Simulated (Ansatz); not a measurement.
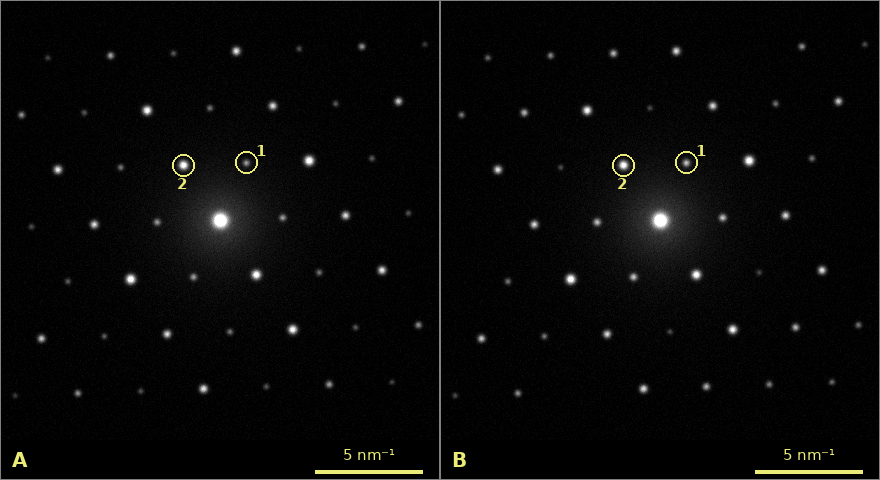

Kinematic electron diffraction patterns (200 kV, B = 0.5 Å², same scale) along [111] of the run's own cell, for the start and the end of one relaxation of ZnPb2 with DFT, PAW plane waves, pbe in Ansatz 0.2.0. k mesh 8×8×8. The start is a generated model structure, and the relaxation ends in the nearest stationary point of its symmetry, not necessarily the ground state. Spot 1 is -1 1 0 and spot 2 is -1 0 1 in both.

Start structure:

```
CELL_PARAMETERS angstrom
3.97528 0.00000 0.00000
-1.98764 3.44269 0.00000
0.00000 -2.29513 6.33137
ATOMIC_POSITIONS crystal
Zn 0.00000 0.00000 0.00000
Pb 0.25000 0.50000 0.75000
Pb 0.75000 0.50000 0.25000
```

Q: Which pattern belongs to the start structure, and which to the relaxed one?

A: A is the start: its cell gives d(1) = 3.387 Å, d(2) = 3.237 Å and an angle of 58.4°. The spot positions hardly differ, so the intensities decide: those computed from the start structure match A, and B is the relaxed structure.

Q: Name reflections whose intensity changes strongly on relaxation.

A: 2 1 -3 goes from 1.3 to 14 % of the strongest spot; 0 1 -1 goes from 7.6 to 17 % of the strongest spot.

Q: Summarise the relaxation behind the change.

A: The cell was held fixed; with the mean shift removed, the atoms moved by up to 0.34 Å relative to the cell (Pb most); the space group stayed R-3m (No. 166); the free energy fell by 70 meV an atom.
